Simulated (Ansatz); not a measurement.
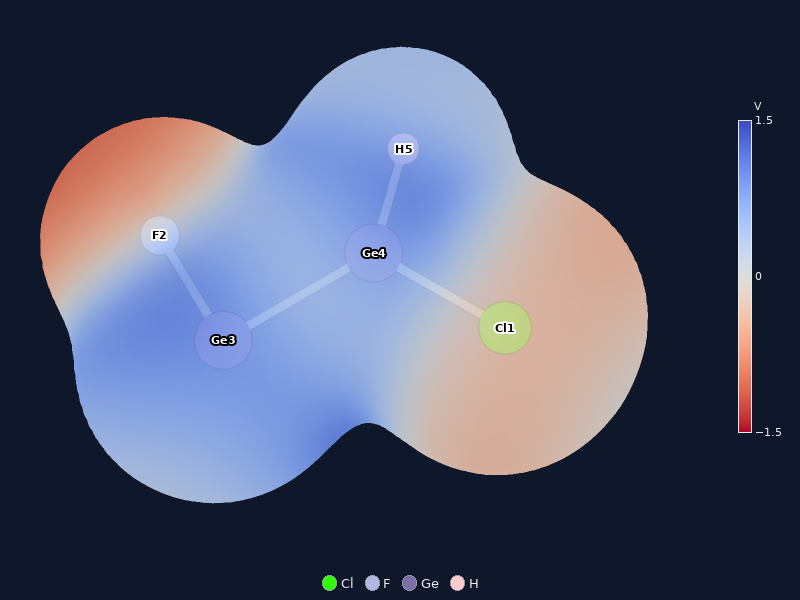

The picture shows: ClFGe$_{2}$H (SMILES [F]/[Ge]=[GeH]/[Cl]) (doublet). The molecular electrostatic potential painted on the density surface at 0.001 e/bohr³, seen across its widest extent; red is negative and blue positive.

Geometry: B3LYP-D3(BJ)/def2-SVP.

Method: isolated molecule in a Gaussian basis; Kohn-Sham density functional theory, functional PBE0 in Ansatz.

Input

```
basis:
  gaussian:
    orbitals: def2-TZVPD
crystal:
  periodic: [false, false, false]
  atoms:
    - {symbol: Cl, position_ang: [-1.000727, 4.787507, 1.483986]}
    - {symbol: F, position_ang: [-0.884835, -0.333094, 0.850004]}
    - {symbol: Ge, position_ang: [-1.202090, 1.088777, -0.173128]}
    - {symbol: Ge, position_ang: [-0.824806, 2.622038, 1.757308]}
    - {symbol: H, position_ang: [-0.455086, 2.446566, 3.262998]}
magnetization:
  spin_polarized: true
  initial_magnetization: 1
hamiltonian:
  xc: pbe0
output: {forces: true, orbitals: {seedname: orbitals}}
```

Command:

```sh
ansatz run input.yaml --threads 2 --pin off --max-ram 4350MiB --events-out events.jsonl --progress --plain --runs-dir runs
```

### Which sites attract a positive test charge, and which a negative one?

A positive charge is drawn to the negative regions and a negative charge to the positive ones. The most negative region (about −1.0 V) lies over F2, the most positive (about +1.0 V) over Ge3.

### How polar is the molecule by this calculation?

Its dipole moment is 0.60 D.
